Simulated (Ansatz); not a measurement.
```tsv
atom	x (Å)	y (Å)	z (Å)
Si	0.1540	-0.0425	0.1646
C	0.1927	-0.0651	2.0439
H	-0.6512	-0.6099	2.4950
H	1.1018	-0.5876	2.3838
H	0.2317	0.9495	2.4704
H	1.5610	-0.1069	-0.3461
H	-0.4546	1.2123	-0.3624
H	-0.5869	-1.2249	-0.3651
Br	-3.2089	0.5825	0.9849
H	-2.0265	0.5739	1.9044
```

Not at a stationary point (largest force 1.7 eV/Å).

The calculation used RKS PBE0-D4/def2-SVP in Ansatz 0.2.0.

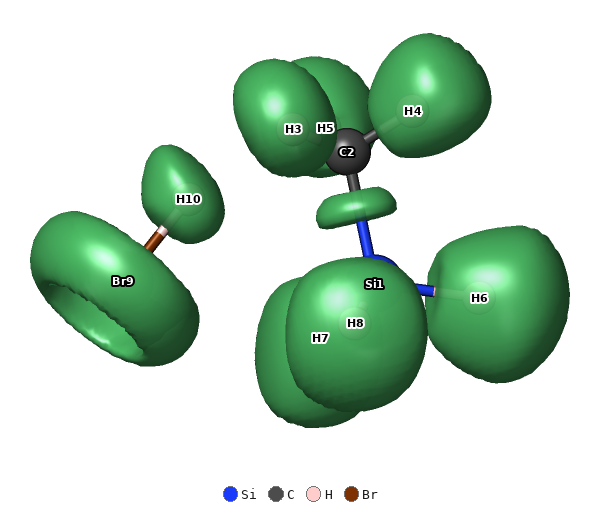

CH6Si···HBr. Isosurface of the ELF at 0.85 (green), seen at a tilt. Only the valence region is drawn (cores and ρ < 0.01 e/Å³ removed).

### Identify the bonds, lone pairs and shells in this picture.

The surface consists of one region between bonded C–Si atoms (shared pairs), seven regions around hydrogen nuclei and one ring or bowl of non-bonding electrons around Br.

Values along the shortest contacts:
C2···H10 (2.31 Å): the ELF dips to about 0.05 between them. C–Si (1.88 Å): the ELF peaks at about 0.95 between the atoms: localised, covalent bonding.
